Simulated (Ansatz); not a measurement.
**One shape, several levels: PH3 (SMILES P)**

Wanted: a comparison of 6 runs (B2PLYP/3-21G, UPBE/6-31G, UPBE0/3-21G, MP2/3-21G, BCCD(T)/6-31G, UCCSD(T)/6-31G) of PH3. 

The calculation is run with Ansatz 0.2.0.

60 further runs of the same task are left out: 2 that didn't finish, 58 set aside as unsound or not needed.

## Step 1: The system as given

PH3 has 4 atoms, charge 0, and is taken as a singlet. As SMILES, `P`. The H4–P1 distance was set to 2.840 Å, away from the relaxed value. At this shape a bond of the SMILES string is far longer than usual.

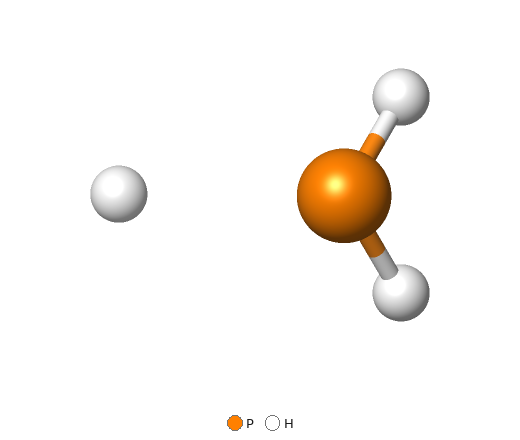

The structure, seen from a chosen angle (phosphorus orange, hydrogen white).

## Step 2: The energy at B2PLYP/3-21G (run 1)

File job.yaml:

```yaml
crystal:
  periodic: [false, false, false]
  atoms:
    - {symbol: P, position_ang: [0.663305, -1.676523, -0.028695]}
    - {symbol: H, position_ang: [0.948205, -1.384023, 1.331105]}
    - {symbol: H, position_ang: [-0.688195, -2.013023, 0.246905]}
    - {symbol: H, position_ang: [0.028700, 1.023500, -0.636900]}
basis:
  gaussian:
    orbitals: 3-21G.json
hamiltonian:
  xc: {name: B2PLYP}
correlation:
  frozen_orbitals: {H: 0, P: 5}
accuracy: high
```

The basis set 3-21G is read from a file made from the Basis Set Exchange's data (not shown).

Command:

```
$ ansatz run job.yaml --threads 1 --pin off --max-ram 2610MiB --events-out events.jsonl --progress --plain --runs-dir runs
```

Output:

```text
Warning: RAYON_NUM_THREADS=1 ignored (pool sized by the plan → 1); use --threads N
Functional definition: B2PLYP
  name "B2PLYP"
  parameter a = 0.53
  parameter c = 0.27
  exchange = (1 - a)*b88_x + a*exact_x
  correlation = (1 - c)*lyp_c + c*(mp2_os + mp2_ss)
366 factors; integrals over basis functions are off by at most 3.6e-9 eV
mean field evaluation 1: about -9279.7739 eV, gradient 6.5e0 eV
mean field evaluation 2: about -9279.7663 eV, gradient 6.5e0 eV
mean field evaluation 4: about -9280.0262 eV, gradient 5.8e-1 eV
mean field evaluation 8: about -9280.0295 eV, gradient 9.9e-3 eV
mean field evaluation 16: about -9280.0295 eV, gradient 1.3e-7 eV
mean field -9280.02949318 eV, -341.0347936446 hartree, gradient 1.5e-8 eV, S^2 0.000000; 0 other end points of the search recorded, 0 dependent functions left out; unrestricted orbitals would lower it
5 core orbitals not correlated: weight in the atoms' cores, before any rotation towards them, 1.000 or more for the frozen orbitals, at most 0.000 for the correlated occupied ones
reference -9280.02951043 eV, -341.0347942782 hartree; 4, 4 occupied and 10, 10 virtual orbitals, 366 factors
second order -3.88041485 eV of doubles, -0.00000000 eV of singles
Total energy: -9281.07722243 eV, -341.0732969844 hartree
```

It took 1.1 s on 1 thread of Arm Neoverse V1, shared host.

## Step 3: A single-point energy at UPBE/6-31G (run 2)

File in.yaml:

```yaml
basis:
  gaussian: {orbitals: 6-31G}
crystal:
  periodic: [false, false, false]
  atoms:
    - {symbol: P, position_ang: [0.663305, -1.676523, -0.028695]}
    - {symbol: H, position_ang: [0.948205, -1.384023, 1.331105]}
    - {symbol: H, position_ang: [-0.688195, -2.013023, 0.246905]}
    - {symbol: H, position_ang: [0.028700, 1.023500, -0.636900]}
magnetization: {spin_polarized: true, initial_magnetization: 0}
hamiltonian: {xc: pbe}
accuracy: high
```

Command:

```
$ ansatz run in.yaml --threads 1 --pin off --max-ram 2610MiB --events-out events.jsonl --progress --plain --runs-dir runs
```

Output:

```text
Warning: RAYON_NUM_THREADS=1 ignored (pool sized by the plan → 1); use --threads N
Functional definition: PBE
  name "PBE"
  parameter kappa = 0.804
  parameter beta = 0.06672455060314922
  exchange = pbe_x(kappa = kappa, mu = beta*pi^2/3)
  correlation = pbe_c(beta = beta)
402 factors; integrals over basis functions are off by at most 3.7e-9 eV
mean field evaluation 1: about -9327.1123 eV, gradient 8.2e0 eV
mean field evaluation 2: about -9320.5162 eV, gradient 2.0e1 eV
mean field evaluation 4: about -9327.3833 eV, gradient 5.5e0 eV
mean field evaluation 8: about -9327.3769 eV, gradient 5.5e0 eV
mean field evaluation 16: about -9327.7882 eV, gradient 2.7e-8 eV
mean field evaluation 32: about -9327.7139 eV, gradient 5.8e0 eV
mean field -9328.01132548 eV, -342.7980934583 hartree, gradient 2.1e-8 eV, S^2 0.681609; 3 other end points of the search recorded, 0 dependent functions left out
reference -9328.01132796 eV, -342.7980935493 hartree; 9, 9 occupied and 10, 10 virtual orbitals, 402 factors
Total energy: -9328.01132796 eV, -342.7980935493 hartree
```

Run time: 2.8 s. Hardware: 1 thread of Arm Neoverse V1, shared host; peak memory 0.1 GiB.

Run 3 isn't shown in full; the table further down has it.

## Step 4: The energy at MP2/3-21G (run 4)

File in.yaml:

```yaml
crystal:
  periodic: [false, false, false]
  atoms:
    - symbol: P
      position_ang: [0.663305, -1.676523, -0.028695]
    - symbol: H
      position_ang: [0.948205, -1.384023, 1.331105]
    - symbol: H
      position_ang: [-0.688195, -2.013023, 0.246905]
    - symbol: H
      position_ang: [0.028700, 1.023500, -0.636900]
basis:
  gaussian:
    orbitals: 3-21G.json
correlation:
  method: mp2
  frozen_orbitals: {H: 0, P: 5}
accuracy: high
```

The basis set 3-21G is read from a file made from the Basis Set Exchange's data (not shown).

Command:

```
$ ansatz run in.yaml --threads 1 --pin off --max-ram 2610MiB --events-out events.jsonl --progress --plain --runs-dir runs
```

Output (excerpt; [...] marks lines left out):

```text
Warning: RAYON_NUM_THREADS=1 ignored (pool sized by the plan → 1); use --threads N
Functional definition: HF
  name "HF"
[...]
366 factors; integrals over basis functions are off by at most 3.6e-9 eV
[...]
mean field -9266.51831025 eV, -340.5382668300 hartree, gradient 4.5e-8 eV, S^2 0.000000; 0 other end points of the search recorded, 0 dependent functions left out; unrestricted orbitals would lower it
[...]
unrestricted determinant -9268.71234903 eV, -340.6188962680 hartree, S^2 0.9367
5 core orbitals not correlated: weight in the atoms' cores, before any rotation towards them, 1.000 or more for the frozen orbitals, at most 0.000 for the correlated occupied ones
reference -9266.51831025 eV, -340.5382668300 hartree; 4, 4 occupied and 10, 10 virtual orbitals, 366 factors
second order -2.66473470 eV of doubles, -0.00000000 eV of singles
Total energy: -9269.18304495 eV, -340.6361940241 hartree
```

Wall time 0.12 s (1 thread of Arm Neoverse V1, shared host).

Run 5 isn't shown in full; the table further down has it.

## Step 5: The energy at UCCSD(T)/6-31G (run 6)

File run.yaml:

```yaml
crystal:
  periodic: [false, false, false]
  atoms:
    - {symbol: P, position_ang: [0.663305, -1.676523, -0.028695]}
    - {symbol: H, position_ang: [0.948205, -1.384023, 1.331105]}
    - {symbol: H, position_ang: [-0.688195, -2.013023, 0.246905]}
    - {symbol: H, position_ang: [0.028700, 1.023500, -0.636900]}
basis:
  gaussian: {orbitals: 6-31G}
magnetization: {spin_polarized: true}
correlation: {method: ccsd_t, frozen_orbitals: {H: 0, P: 5}}
accuracy: high
scf: {omitted_lower_state_checks: [cluster_reference, increment]}
```

Command:

```
$ ansatz run run.yaml --threads 1 --pin off --max-ram 2610MiB --events-out events.jsonl --progress --plain --runs-dir runs
```

Output:

```text
Warning: RAYON_NUM_THREADS=1 ignored (pool sized by the plan → 1); use --threads N
[... 13 lines left out ...]
5 core orbitals not correlated: weight in the atoms' cores, before any rotation towards them, 1.000 or more for the frozen orbitals, at most 0.000 for the correlated occupied ones
[... 44 lines left out ...]
Total energy: -9316.76722739 eV, -342.3848804750 hartree
Checks for a lower state left out: cluster_reference, increment
```

It took 0.38 s on 1 thread of Arm Neoverse V1, shared host.

## Step 6: All runs side by side

```tsv
run	level	frozen core orbitals	energy (Eh)	wall time
1	B2PLYP/3-21G	5	-341.073297	1.1 s
2	UPBE/6-31G	–	-342.798094	2.8 s
3	UPBE0/3-21G	–	-341.118150	2.4 s
4	MP2/3-21G	5	-340.636194	0.12 s
5	BCCD(T)/6-31G	5	-342.386871	0.24 s
6	UCCSD(T)/6-31G	5	-342.384880	0.38 s
```

## Step 7: Summary of results

| quantity | value |
| --- | --- |
| run 6: total energy | -342.38488 Eh |
| run 6: correlation energy (5 core orbitals frozen) | -73.0 mEh |
| run 6: (T) correction | -2.20 mEh |
| run 6: ⟨S²⟩ of the reference determinant | 0.935 |
| run 6: T1 diagnostic | 0.059 |

What this shows: Totals of different functionals can't be ranked against each other. In runs 1, 4, 5 the log says that unrestricted orbitals would lower the reference, so the values rest on an unstable closed-shell determinant (other closed-shell runs at this shape may share the fault). In runs 1, 4 a closed-shell determinant meets a far-stretched bond, which it describes badly. Spin contamination of the reference: run 6 ⟨S²⟩ = 0.94, run 3 ⟨S²⟩ = 0.82, run 2 ⟨S²⟩ = 0.68. Where it is this large, the reference is a mixture of spin states, and values that rest on it are in doubt. All runs together took 7 s, the longest 2.8 s.
